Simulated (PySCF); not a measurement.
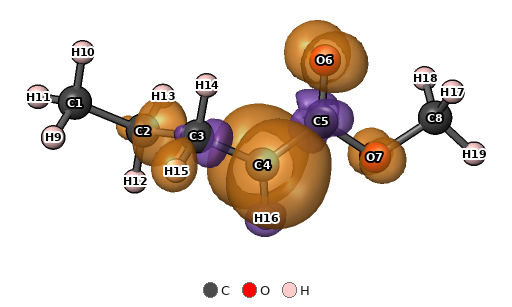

*C$_{6}$H$_{11}$O$_{2}$ (doublet). Isosurfaces of the spin density (α minus β) at +0.015 (orange) and −0.015 e/Å³ (purple), seen across its widest extent.*

Geometry: GFN2-xTB.

Method: UKS B3LYP, pcH-1 on C H O, non-relativistic, mean-field spin-orbit, GIAO in PySCF 2.14.0, density-fitted response routines.

```xyz
19

C    -3.2529    0.2392   -0.3209
C    -1.8694   -0.3843   -0.4299
C    -0.9668    0.0563    0.7463
C     0.3611   -0.5639    0.6531
C     1.5033    0.1876    0.2422
O     1.5200    1.3801   -0.0136
O     2.6171   -0.5918    0.1567
C     3.7907    0.0733   -0.2698
H    -3.7550   -0.0922    0.5856
H    -3.1825    1.3241   -0.2998
H    -3.8608   -0.0487   -1.1758
H    -1.9504   -1.4729   -0.4323
H    -1.3958   -0.0756   -1.3627
H    -0.8594    1.1418    0.7248
H    -1.4619   -0.2479    1.6734
H     0.4847   -1.6223    0.8138
H     3.9989    0.9321    0.3729
H     3.6738    0.4295   -1.2966
H     4.5954   -0.6552   -0.2103
```

**Which atoms carry the spin?**

The unpaired spin (1 electron) lies mostly on C4 (about 0.6) and O6 (about 0.2), in electrons by Hirshfeld's partition.
